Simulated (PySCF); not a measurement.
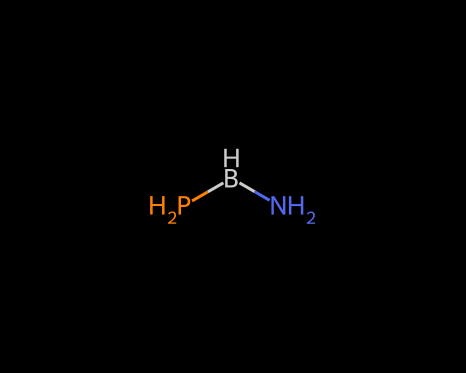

Skeletal drawing of a molecule.

Question: Give its SMILES.

Answer: NBP

Question: What is the molecular formula?

Answer: BH5NP.

Question: An optimisation with PBE0-D3(BJ)/def2-SVP gave a structure of which point group?

Answer: C1.

The parts below concern this one geometry. Atoms keep their numbers from picture to picture. Computed geometry: PBE0-D3(BJ)/def2-SVP optimisation. No frequency run is at hand to confirm it as a minimum.

**Shape**

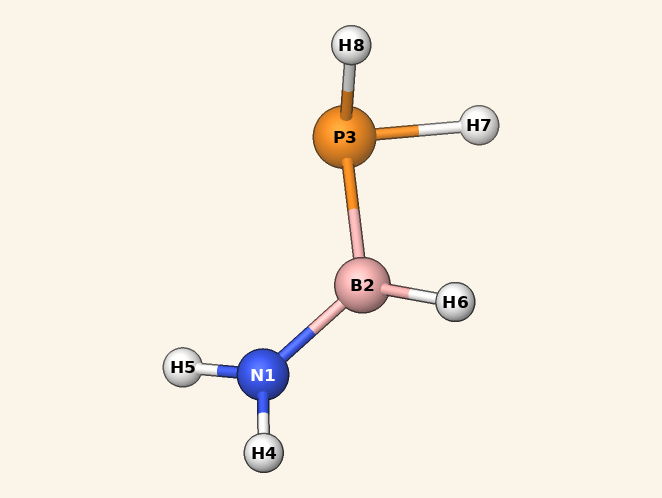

Numbered structure. No frequency run is at hand to confirm it as a minimum.

Question: Describe the coordination of atom 1.

Answer: N1 has 3 neighbours (B2 at 1.39, H4 at 1.01, H5 at 1.01 Å); the arrangement is trigonal planar.

Question: Describe the coordination of atom 3.

Answer: P3 has 3 neighbours (B2 at 1.96, H7 at 1.43, H8 at 1.43 Å); the arrangement is trigonal pyramidal.

Question: Describe the coordination of atom 2.

Answer: B2 has 3 neighbours (N1 at 1.39, P3 at 1.96, H6 at 1.21 Å); the arrangement is trigonal planar.

**Levels of theory compared**

No frequency run is at hand to confirm it as a minimum. Program: PySCF 2.14.0.

Tabulate dipole (D), HOMO–LUMO gap (eV) at these levels: BHandHLYP/aug-pcX-1 (pcseg-1 on H) (def2-SVPD on P); PBE0/def2-SVPD; PBE0/def2-SVPD in acetonitrile (IEF-PCM); PBE0/def2-SVPD in chloroform (IEF-PCM); PBE0/pcSseg-1 in acetonitrile (IEF-PCM); PBE0/pcSseg-1 in chloroform (IEF-PCM).

```json
{"level": "BHandHLYP/aug-pcX-1 (pcseg-1 on H) (def2-SVPD on P)", "dipole (D)": "2.10", "HOMO–LUMO gap (eV)": "8.36"}
{"level": "PBE0/def2-SVPD", "dipole (D)": "2.20", "HOMO–LUMO gap (eV)": "6.64"}
{"level": "PBE0/def2-SVPD in acetonitrile (IEF-PCM)", "dipole (D)": "2.86", "HOMO–LUMO gap (eV)": "6.87"}
{"level": "PBE0/def2-SVPD in chloroform (IEF-PCM)", "dipole (D)": "2.67", "HOMO–LUMO gap (eV)": "6.80"}
{"level": "PBE0/pcSseg-1 in acetonitrile (IEF-PCM)", "dipole (D)": "2.90", "HOMO–LUMO gap (eV)": "7.01"}
{"level": "PBE0/pcSseg-1 in chloroform (IEF-PCM)", "dipole (D)": "2.75", "HOMO–LUMO gap (eV)": "6.94"}
```

**NMR shielding**

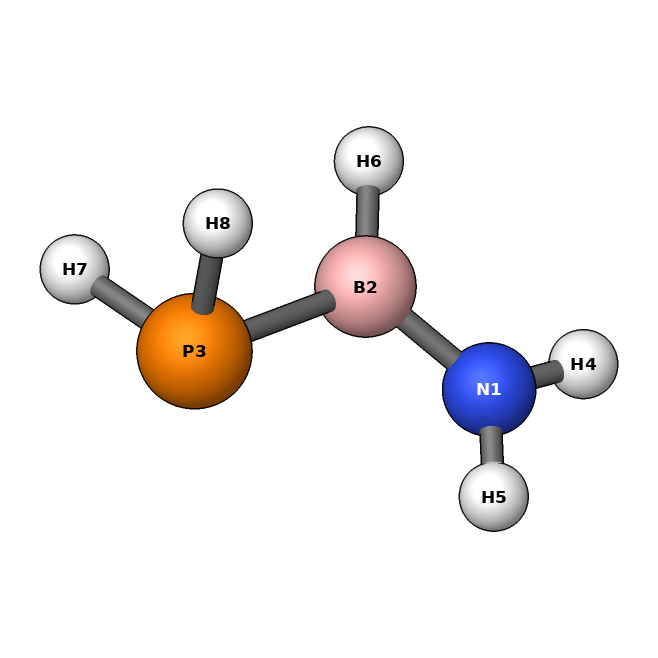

No frequency run is at hand to confirm it as a minimum. Method: GIAO PBE0/pcSseg-1 NMR shielding, non-relativistic, IEF-PCM acetonitrile (PySCF 2.14.0). Principal shieldings σ11 ≤ σ22 ≤ σ33, span Ω = σ33 − σ11, skew κ = 3(σiso − σ22)/Ω.

Give the shielding tensors of the N atoms.

```json
{"atom": "N1", "σ11": "−7.4", "σ22": "161.7", "σ33": "206.7", "σiso": "120.3", "Ω": "214.1", "κ": "−0.58"}
```

Shieldings and span in ppm.

**Polarisability**

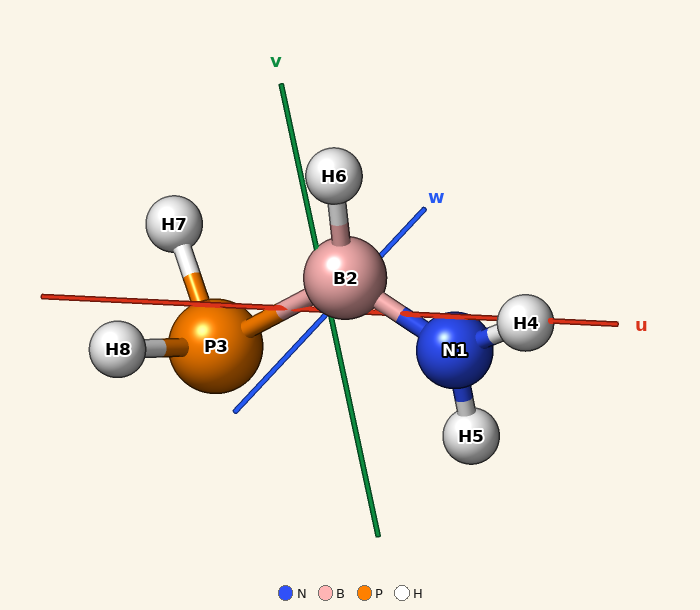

The lines u, v and w are the principal axes of the static dipole polarisability. No frequency run is at hand to confirm it as a minimum. Method: PBE0/def2-SVPD (PySCF 2.14.0).

Question: Along which axis is the molecule most polarisable, and along which least?

Answer: Most along u, least along w.

Question: Give the three principal values.

Answer: u 64.2, v 51.1, w 43.1 bohr³; mean 52.8, anisotropy 18.5 bohr³.

**Charges**

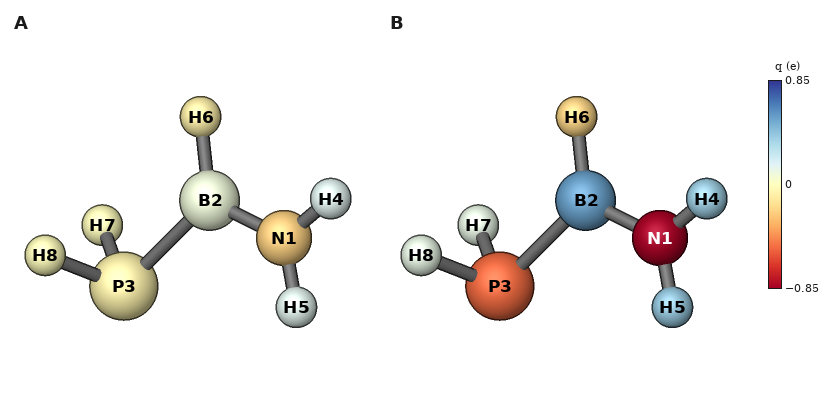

Atomic charges of one calculation by 2 schemes, on one colour scale. No frequency run is at hand to confirm it as a minimum. Computed with PBE0/pcSseg-1 in acetonitrile (IEF-PCM) (PySCF 2.14.0).

Question: The schemes are ESP-fitted, Hirshfeld. Which panel shows which?

Answer: A Hirshfeld, B ESP-fitted.

List the charges (e), one line for each set of equivalent atoms.

| atom | Hirshfeld | ESP-fitted |
| --- | --- | --- |
| N1 | −0.22 | −0.83 |
| B2 | 0.08 | 0.54 |
| P3 | −0.06 | −0.51 |
| H4 | 0.15 | 0.37 |
| H5 | 0.14 | 0.39 |
| H6 | −0.07 | −0.20 |
| H7 | −0.01 | 0.12 |
| H8 | −0.01 | 0.11 |
